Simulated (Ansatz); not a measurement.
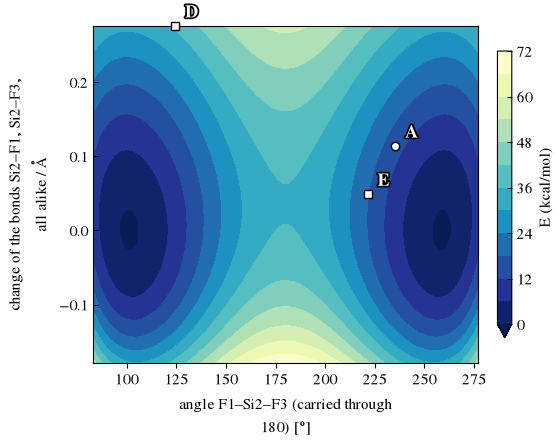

F₂Si, SMILES F[Si]F. 
- The first coordinate is: angle F1–Si2–F3 (carried through 180); the second: change of the bonds Si2–F1, Si2–F3, all alike.
- Nothing is relaxed (all other coordinates rigid).
- The grid has 15 × 15 points; 120 points were computed and 105 follow by symmetry.
- Points are written as (first, second).
- All energies are given in kcal/mol relative to the lowest grid point.
- Theory: RKS PBE-D4/def2-TZVP (Ansatz 0.2.0).

The picture shows filled contours, lettered points. Between grid points the surface is interpolated.

Q: Is D the lowest point of the computed grid?

A: No. D lies 36.9 kcal/mol above the lowest grid point, which is at (96.9°, 0.016 Å).

Q: Rank the lettered points by energy, lowest first.

A: A (14.4 kcal/mol), E (18.3 kcal/mol), D (36.9 kcal/mol).
